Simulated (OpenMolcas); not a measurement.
**A ladder of methods for SiN2H5OF (SMILES N[Si](N)(O)F)**

SiN2H5OF: 10 atoms, total charge 0, spin state singlet. SMILES: `N[Si](N)(O)F`. The coordinates come from a PBE0-D4/def2-TZVP relaxation. This is one conformer, not always the lowest.

```xyz
10

N    -0.4158    1.4954   -0.0248
Si    0.0634   -0.0964   -0.2983
N    -0.4887   -1.0651    0.9778
O     1.6710    0.0226   -0.5851
F    -0.5539   -0.8271   -1.5866
H    -1.3283    1.7231    0.3273
H     0.0466    2.2720   -0.4641
H    -0.7412   -2.0271    0.8311
H    -0.2389   -0.8737    1.9325
H     2.0688   -0.6749   -1.1069
```

Each level gives the energy change with the O4–H10 bond stretched from 0.958 to 2.107 Å (eV). The values are calculated.

```tsv
level	kind	program	value (eV)	CPU time (all runs)
HF/cc-pVDZ (unrestricted)	Hartree–Fock	OpenMolcas	3.91	32 s
SVWN5/cc-pVDZ (restricted)	LDA	OpenMolcas	5.04	83 s
revPBE/cc-pVDZ (restricted)	GGA	OpenMolcas	4.82	2.4 min
M06-L/cc-pVDZ (restricted)	meta-GGA	OpenMolcas	5.28	2.4 min
TPSS/cc-pVDZ (restricted)	meta-GGA	OpenMolcas	4.96	2.5 min
BHLYP/cc-pVDZ (restricted)	global hybrid	OpenMolcas	6.06	92 s
M06-2X/cc-pVDZ (restricted)	hybrid meta-GGA	OpenMolcas	5.90	1.9 min
MP2/cc-pVDZ (restricted)	perturbation theory	OpenMolcas	5.43	26 s
```

The first shape isn't each level's own minimum. The values span 3.91 to 6.06 eV. Spin contamination of the reference (⟨S²⟩ at least 0.1 too high) touches HF/cc-pVDZ. Times are those of the runs behind each value, whatever else they computed, on shared processors of several kinds: orders of magnitude only.

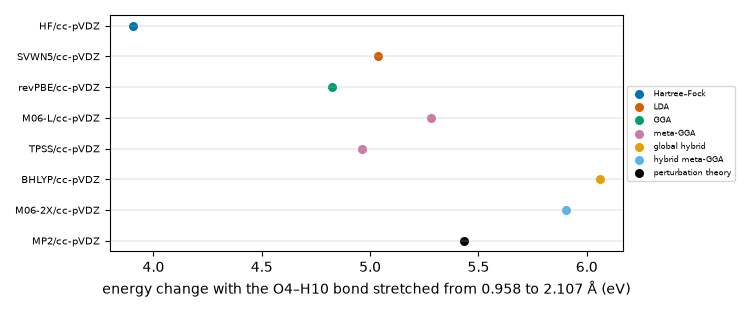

The values of the table, level by level.
